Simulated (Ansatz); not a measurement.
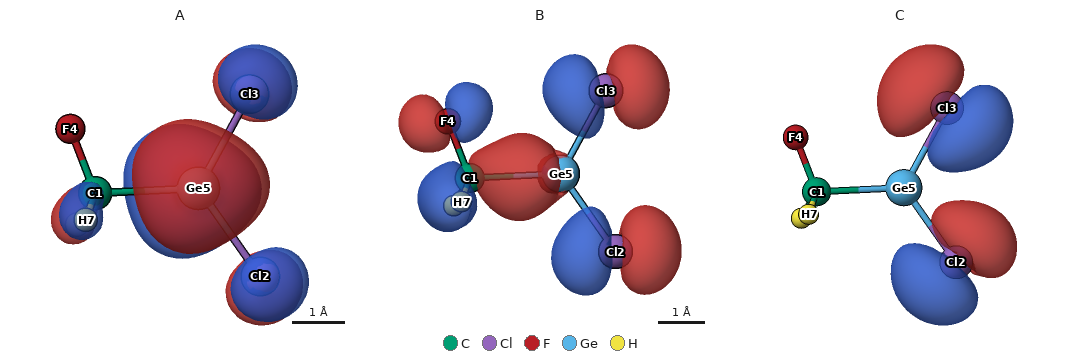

Figure 1: CH$_{2}$Cl$_{2}$FGe (SMILES F[CH2][Ge+]([Cl])[Cl]) (charge +1). Three frontier orbitals at ±0.1 Å⁻³ᐟ² (blue and red are the two phases), in no order.

Geometry: B3LYP-D3(BJ)/def2-SVP.

The calculation used isolated molecule in a Gaussian basis; Kohn-Sham density functional theory, functional PBE0 in Ansatz 0.2.0.

```xyz
7

C    -1.3578   -1.0530    1.7529
Cl   -0.3210   -3.3394   -0.8200
Cl   -2.2345   -0.4752   -1.6647
F    -2.0507    0.0858    1.8420
Ge   -1.3037   -1.6084   -0.1805
H    -1.8386   -1.8913    2.2894
H    -0.3019   -0.9383    2.0588
```

> Order the three orbitals by energy and name them.

C is the HOMO−1 (−15.06 eV). By Hirshfeld shares it lies mainly on Cl3 (about 55 %) and Cl2 (about 40 %); largely a combination of lone pairs on Cl3 and Cl2. B is the HOMO (−14.76 eV). It lies mainly on Cl2 (about 25 %), Cl3 (about 20 %), F4 (about 20 %), C1 (about 15 %) and Ge5 (about 15 %). A is the LUMO (−8.55 eV). Its weight (Hirshfeld) is mainly on Ge5 (about 65 %), Cl3 (about 15 %) and Cl2 (about 15 %).

> What is the HOMO–LUMO gap?

6.21 eV between the orbital energies.
